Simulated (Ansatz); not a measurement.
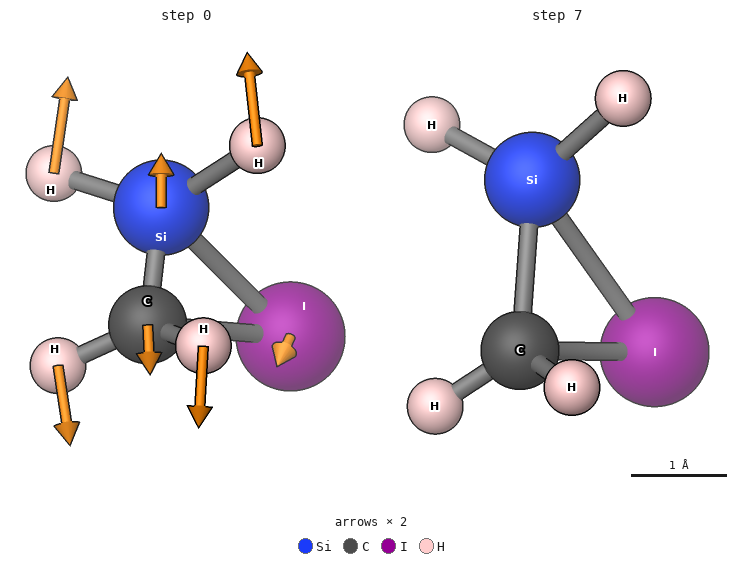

The structure of CH$_{4}$ISi (charge +1) before (left) and after (right) a relaxation, at one scale. The orange arrows give the displacements, 2 times their true length.

The picture is a ball-and-stick view, seen from a free direction.

It is one of the separated reactants of a reaction.

All numbers below come from RKS PBE-D4/def2-SVP in Ansatz.

Input
```yaml
crystal:
  periodic: [false, false, false]
  atoms:
    - {symbol: Si, position_ang: [-0.489825, 0.229932, -0.402891]}
    - {symbol: C, position_ang: [0.407737, 0.175947, 0.535638]}
    - {symbol: I, position_ang: [0.515164, -1.960518, -0.513202]}
    - {symbol: H, position_ang: [-1.811134, -0.064525, 0.182279]}
    - {symbol: H, position_ang: [0.091894, 0.897409, -1.582337]}
    - {symbol: H, position_ang: [-0.036288, 0.017449, 1.520217]}
    - {symbol: H, position_ang: [1.322452, 0.704306, 0.260296]}
basis:
  gaussian: {orbitals: def2-SVP}
total_charge: 1
hamiltonian: {xc: pbe, dispersion: d4}
relax: {f_tol: 0.03, max_steps: 250}
```

Run as
```bash
ansatz run in.yaml --threads 2 --pin off --events-out ev --progress --plain --max-ram 4352MiB
```

What changed between the two?

The energy falls by 209.4 kcal/mol in 7 geometry steps. The largest force component goes from 32 to 0.0051 eV/Å. The largest moves after the best rigid fit, 0.52 Å, are those of H4 and H5. Largest moves by element: H 0.52 Å, Si 0.30 Å, C 0.27 Å, I 0.22 Å. Some distances before and after: Si1–H6 1.987 → 2.599 Å, Si1–C2 1.300 → 1.859 Å, Si1–I3 2.413 → 2.570 Å, C2–I3 2.382 → 2.254 Å. Bond angles that change, for instance: H4–Si1–H5 139.6° → 121.8°, H6–C2–H7 129.7° → 114.5°, C2–Si1–I3 73.0° → 58.6°. Cost: 12 s on 2 threads of Intel Xeon Platinum 8175M @ 2.50GHz (shared host).
